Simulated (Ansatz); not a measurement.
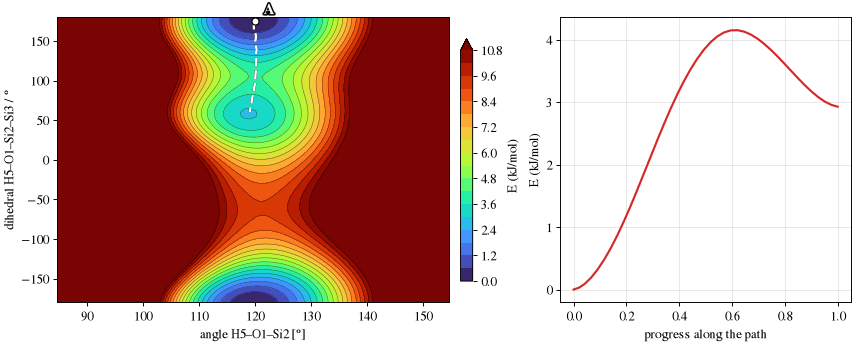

H₇OSi₃, SMILES O[Si]([SiH3])[SiH3], spin multiplicity 2. The first coordinate is: angle H5–O1–Si2; the second: dihedral H5–O1–Si2–Si3. Nothing is relaxed (all other coordinates rigid). The scan uses a 15 × 15 grid. Points are written as (first, second). Energies are in kJ/mol, from the lowest grid point. The calculation used UHF/def2-SVP (Ansatz 0.2.0).

In the figure: filled contours, a line along the lowest path, one colour for all values above the top of the scale, the energy along the path at the right, the start A. Between grid points the surface is interpolated.

Describe the path and its barrier.

Answer. The easiest path leads from the well at about (120°, 175°) to the well at (119.6°, 60°), about 2.9 kJ/mol higher. Its highest point lies about 4.2 kJ/mol above the bottom of the first well on the interpolated surface, at about (120°, 105°). Seen from the upper well the barrier is about 1.2 kJ/mol. The start is the relaxed structure and all else is held, so a fully relaxed path at this level can only be lower.
